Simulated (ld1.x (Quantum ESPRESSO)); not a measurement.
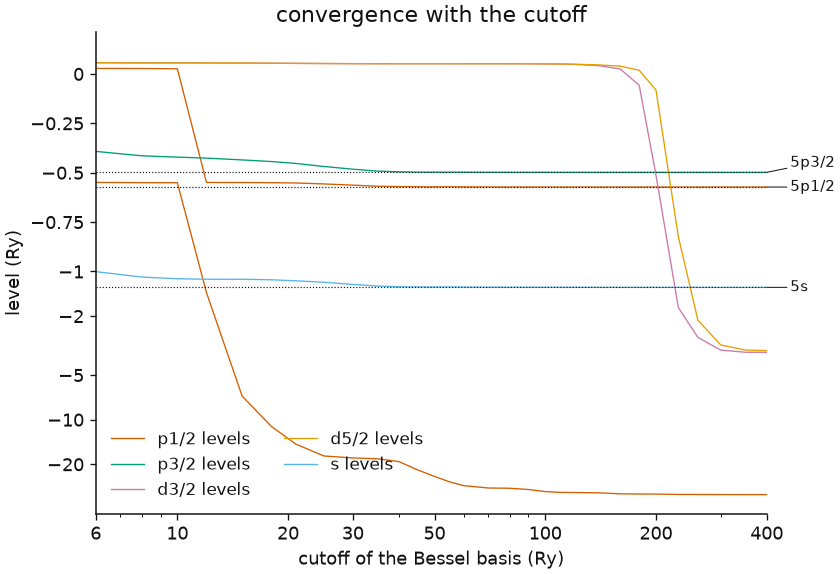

The pseudo-atom Hamiltonian at the reference potential is diagonalised in spherical Bessel functions (20 bohr box) up to the cutoff. Curves: the lowest levels of each channel that holds a bound state. Dotted lines: the all-electron valence levels.

I, norm-conserving Troullier–Martins (Kleinman–Bylander form), made with ld1.x (Quantum ESPRESSO) 7.5 (PBEsol, fully relativistic). Core [Kr] 4d10, reference 5s2 5p5. Waves: 5p (bound): rc 1.60 bohr; 5d channel at 0.1 Ry: rc 1.45 bohr; 5s (bound): rc 1.35 bohr. Local part: the s channel. Core correction: a·sin(br)/r model core inside 0.65 bohr.

**Check the spectrum for spurious states.**

Ghost states below the valence levels: p1/2 at -436.6 eV, d3/2 at -47.8 eV, d5/2 at -46.6 eV. A ghost is a curve that settles on no dotted line: a bound state with no counterpart among the valence levels. The d3/2 ghost lies close to the 4d core level of the all-electron atom (-3.69 Ry), so the potential binds a state that should have stayed in the core. In Ry: p1/2 -32.09, d3/2 -3.52, d5/2 -3.42.

**Read the all-electron valence levels.**

5p1/2: -0.57 Ry; 5p3/2: -0.50 Ry; 5s: -1.28 Ry.

**Does the ghost need a high cutoff to show?**

The lowest p1/2 curve lies clearly below the lowest valence level of its channel from about 12 Ry on and ends at -32.09 Ry.
